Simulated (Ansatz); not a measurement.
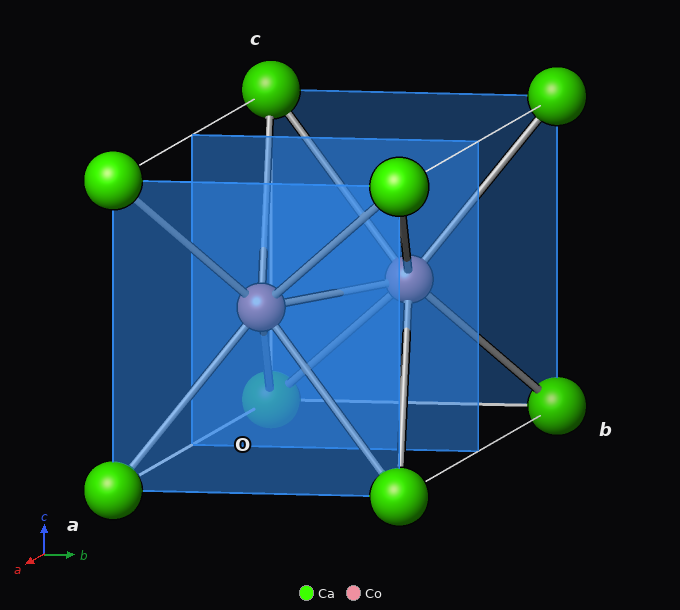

For CaCo₂, coordinates from a relaxation at fixed volume with Ansatz 0.2.0, DFT PBEsol, scalar-relativistic, plane waves, PAW; the starting structure was generated, so it need not be a known form of this composition: every member of one family of equally spaced planes, hx + ky + lz = a whole number, that cuts the unit cell is shaded (one member passes through the origin O). Geometry calculated from the standardised cell; symmetry tolerance 0.002 Å.

a = 3.763 Å, b = 3.763 Å, c = 4.394 Å, α = 90.00°, β = 90.00°, γ = 120.00°.

Index the planes.

Answer. (2 0 0), in four indices (2 0 −2 0); the opposite sign names the same planes. The member next to the origin meets the axes a at 1/2, b never, c never.

What is the spacing?

Answer. d = 1.629 Å.

Which atoms of the cell lie in these planes (within 0.03 Å)?

Answer. The Ca atom.
